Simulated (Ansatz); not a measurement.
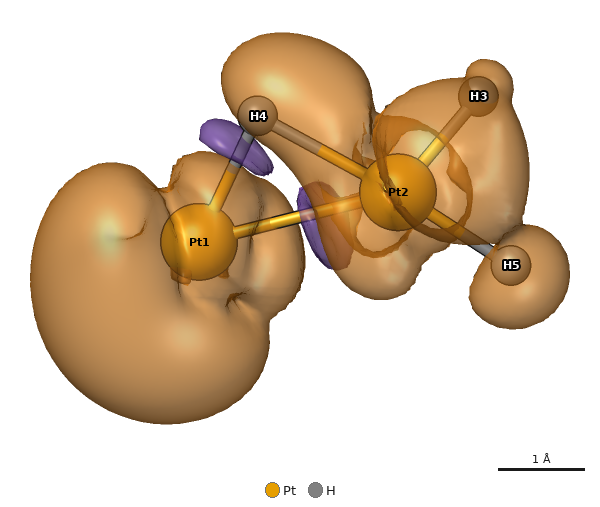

*H3Pt2 (charge −1, triplet). Isosurfaces of the spin density (α minus β) at +0.015 (orange) and −0.015 e/Å³ (purple), seen across its widest extent.*

Geometry: r2SCAN-D4/def2-TZVPD; core potentials replace the inner electrons of Pt.

These are results of Ansatz, UKS PBE0-D4/def2-TZVPD, not measurements.

```xyz
5

Pt    1.5422   -0.9064    1.1769
Pt   -0.1696   -0.0476   -0.3971
H    -1.2501    1.0571   -0.2528
H     1.2333    0.6995    0.6043
H    -1.3557   -0.8026   -1.1312
```

Q: Describe the spin distribution.

A: The unpaired spin (2 electrons) lies mostly on Pt1 (about 1.3), Pt2 (about 0.5), H4 (about 0.1) and H5 (about 0.1), in electrons by Hirshfeld's partition.
